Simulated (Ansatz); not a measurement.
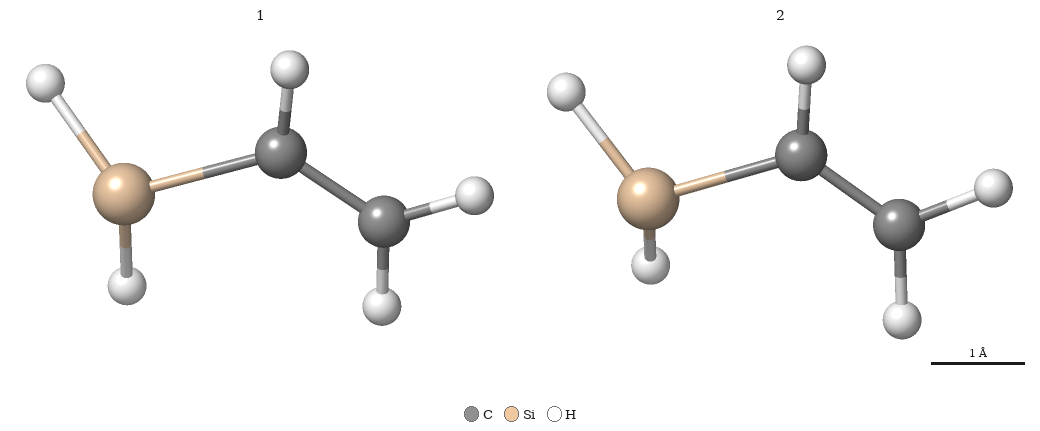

Two geometries of C$_{2}$H$_{5}$Si (multiplicity 2), drawn at one scale. One is the start of a relaxation, the other its converged end. Style: ball-and-stick. Shown at a tilt.

These are results of Ansatz 0.2.0, UKS PBE-D4/6-31G*, not measurements. Set-up: collinear spin; force threshold 0.015 eV/Å; at most 40 steps.

**Which geometry has the lower energy?**

Structure 1 is the relaxed one. The run prepares an end point of a later path (inversion) calculation, from a guessed geometry. Over 6 accepted moves (7 points after the start) the energy falls by 22.4 kJ/mol. Largest force component: 2.9 eV/Å at the start, 0.008 eV/Å at the end. The line search rejected the trial step at point 2 of the run. The largest move after the best rigid fit is that of an H atom, 0.29 Å. Largest moves by element: H 0.29 Å, Si 0.07 Å, C 0.07 Å. Among the contacts that change: C–H 1.151 → 1.097 Å, C–C 1.306 → 1.356 Å, C–Si 1.805 → 1.851 Å, H–Si 1.457 → 1.502 Å. Bond angles that change, for instance: C–C–H 126.9° → 122.0°, C–C–H 121.6° → 118.0°, C–C–H 118.7° → 122.0°.
